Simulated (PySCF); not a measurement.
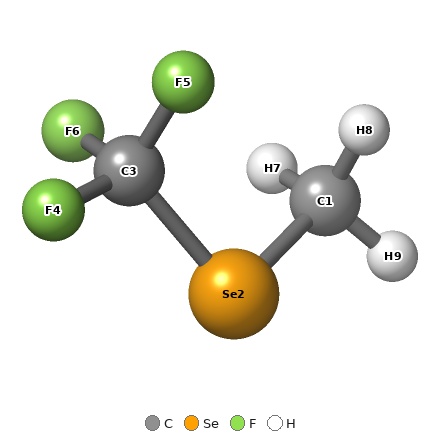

C₂H₃F₃Se, SMILES C[Se]C(F)(F)F. Vertical core-electron binding energies by ΔSCF (SCAN, pcX-2 on the ionised atom, pcseg-1 elsewhere, spin-free X2C; PySCF, at a PBE0-D3(BJ)/def2-SVP geometry (no frequency check)), gas phase, against the vacuum level. One atom of each kind was ionised; within a panel, areas follow the number of like atoms, each panel is scaled alone, Gaussians of 0.4 eV full width. Only the regions named are shown.

Q: Predict the C 1s and F 1s photoelectron lines.

A:
```tsv
level	atoms	binding energy (eV)
C 1s	C3	298.3
C 1s	C1	291.7
F 1s	F4, F5, F6	694.2
```

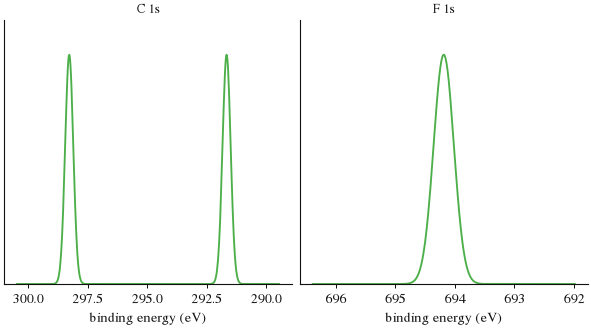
